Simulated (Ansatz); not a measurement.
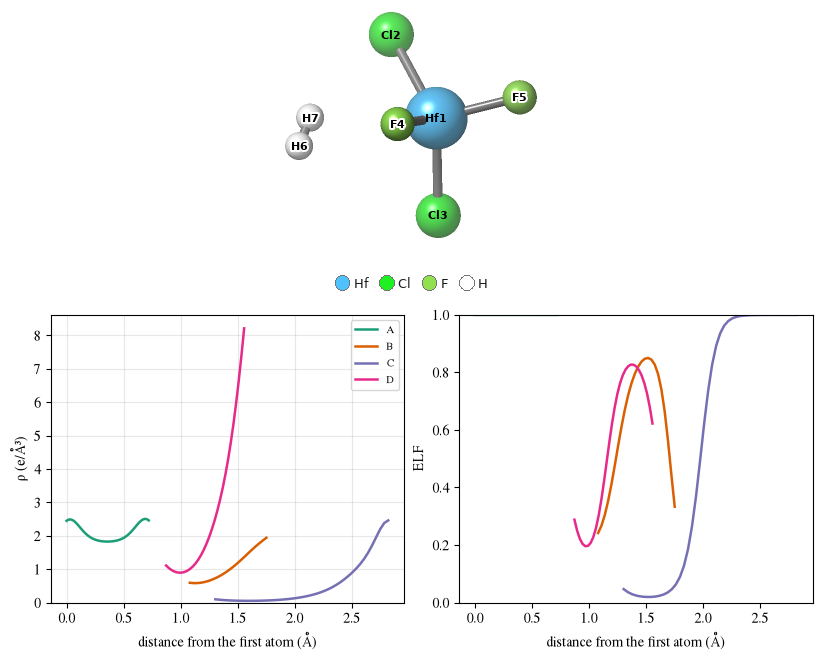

Figure. Cl2F2Hf···H2. Electron density and electron localisation function along straight lines between neighbouring atoms. The curves leave out the atomic cores. The structure is drawn too.

Core potentials replace the inner electrons of Hf; not at a stationary point (largest force 1.8 eV/Å).

Level of theory: Ansatz, RKS PBE0-D4/def2-SVP.

```yaml
atoms:
  - { symbol: Hf, position_ang: [-0.0262, -0.1654, 0.0225] }
  - { symbol: Cl, position_ang: [-0.0879, -0.2701, 2.4892] }
  - { symbol: Cl, position_ang: [2.1180, -0.3168, -0.8919] }
  - { symbol: F, position_ang: [-0.9169, 1.3577, -0.6528] }
  - { symbol: F, position_ang: [-0.9951, -1.6398, -0.6479] }
  - { symbol: H, position_ang: [1.3760, 2.2971, 1.1427] }
  - { symbol: H, position_ang: [1.1068, 1.8492, 1.6387] }
```

Which curve belongs to which contact (Hf–Cl, Hf–F, Hf–H and H–H)? The first atom named is at distance zero.

Curve A: H–H (0.72 Å): ρ is about 1.8 e/Å³ halfway; the ELF peaks at about 1 between the atoms (an ordinary covalent bond to hydrogen). Curve B: Hf–Cl (2.34 Å): ρ at the midpoint is about 0.59 e/Å³; the ELF peaks at about 0.85 in the valence shell of Cl, 0.8 Å from its nucleus, and is about 0.35 at the midpoint. Curve C: Hf1···H7 (2.82 Å): the density falls to about 0.05 e/Å³ on the way; the ELF dips to about 0 between them. Curve D: Hf–F (1.89 Å): the density is about 0.93 e/Å³ at the midpoint; the ELF peaks at about 0.85 in the valence shell of F, 0.5 Å from its nucleus, and drops to about 0.20 between the two atoms.
